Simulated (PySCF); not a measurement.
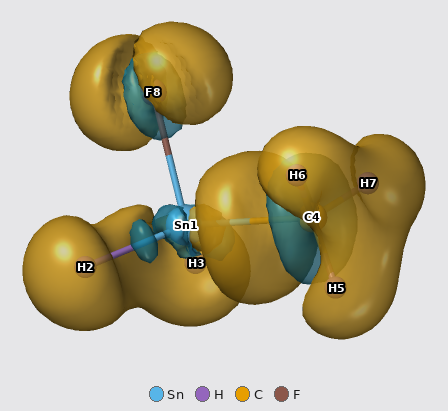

*SnH2MeF (CH₅FSn). Fukui function f⁻ = ρ(N) − ρ(N−1) at fixed geometry, surfaces at ±0.015 e/Å³ (yellow positive, teal negative).*

Level of theory: PBE/def2-SVPD (PySCF), at a geometry from GFN2-xTB. Core potentials replace the inner electrons of Sn; spin–orbit coupling isn't included. No frequency check shows the geometry to be a minimum. GFN2-xTB bond lengths at metals and heavier atoms can be off by up to 0.1 Å and shapes distorted, which carries into these values.

Geometry (Å), atoms numbered from 1:

```
Sn1     -0.0925   -0.3002   -0.0000
H2      -0.5989   -1.1194    1.3868
H3      -0.6003   -1.1206   -1.3858
C4       1.8484    0.6375    0.0001
H5       2.6376   -0.0998    0.0865
H6       1.8984    1.3250    0.8382
H7       1.9683    1.1922   -0.9253
F8      -1.3081    1.2232    0.0000
```

On which atoms does the density change most on removal of an electron?

Answer. f⁻ (Hirshfeld-condensed) is largest on Sn1 (0.24), F8 (0.19) and C4 (0.15); the vertical ionisation energy is 10.63 eV. Condensed values hint at sites of electrophilic attack but needn't mark the atom that reacts. Orbital relaxation makes it negative in places (0.14 e in all).

```json
{"atom": "Sn1", "f⁻": "+0.24", "charge": "+0.52"}
{"atom": "H2", "f⁻": "+0.10", "charge": "−0.08"}
{"atom": "H3", "f⁻": "+0.10", "charge": "−0.08"}
{"atom": "C4", "f⁻": "+0.15", "charge": "−0.18"}
{"atom": "H5", "f⁻": "+0.07", "charge": "+0.04"}
{"atom": "H6", "f⁻": "+0.06", "charge": "+0.05"}
{"atom": "H7", "f⁻": "+0.07", "charge": "+0.05"}
{"atom": "F8", "f⁻": "+0.19", "charge": "−0.32"}
```
